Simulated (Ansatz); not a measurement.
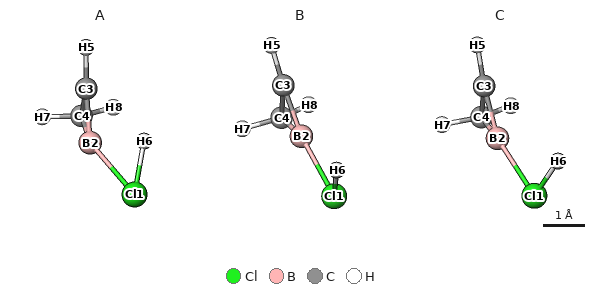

3 geometries from a converged minimum-energy path of C2H4BCl, shuffled. A ball-and-stick model, seen from a free direction.

All numbers below come from Ansatz, RHF/def2-SVP. Settings: 7 movable images; climbing image; force threshold 0.03 eV/Å; iteration limit 60; starting path through a guess of the saddle point.

### One of them is the converged climbing image. Which?

A. In order along the path, whose images run from 0 to 8: A (image 5, +122.1 kcal/mol), C (image 7, +113.8 kcal/mol), B (image 8, +113.2 kcal/mol). A hydrogen atom shifts from one atom to another. Breaking: C3–H6 (1.09 → 2.15 at the top → 3.31 Å). Forming: Cl1–H6 (3.73 → 1.36 at the top → 1.28 Å).
